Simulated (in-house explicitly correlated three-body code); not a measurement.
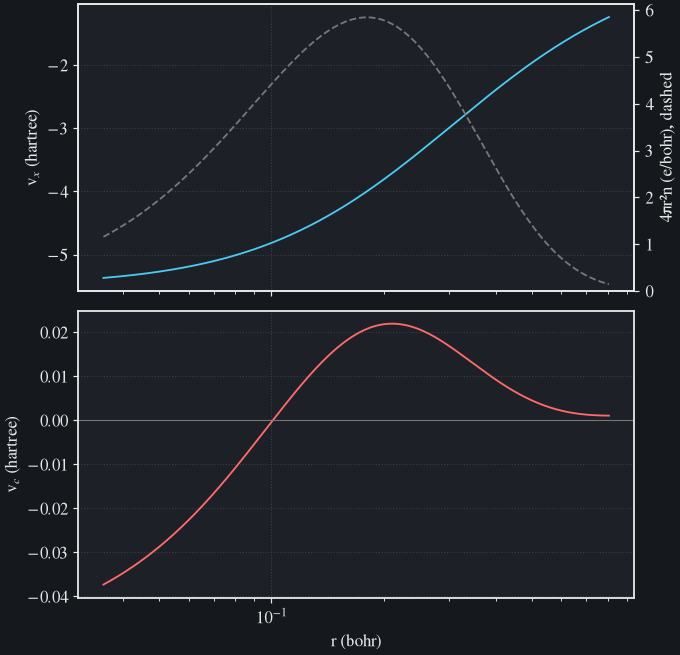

Two electrons around a point charge Z = 5.8. Computed variationally in 260 exponentially correlated functions with an in-house code, non-relativistic, converged to about 10⁻⁷ hartree. The plot shows the exact exchange and correlation potentials of the ground state, from inverting its density, with the radial density dashed.

Describe the exact correlation potential.

The exchange potential, minus half the Hartree potential for two paired electrons, rises from −5.37 hartree at 0.035 bohr to −1.24 at 0.81 bohr, tending to −1/r far out. The correlation potential is −0.037 hartree at the inner end, crosses zero near 0.10 bohr and has a positive maximum of 0.022 hartree near 0.21 bohr; the density peaks at 0.18 bohr. The LDA correlation potential, by contrast, is negative everywhere. The Kohn-Sham level equals minus the binding of the second electron, −363.3 eV.
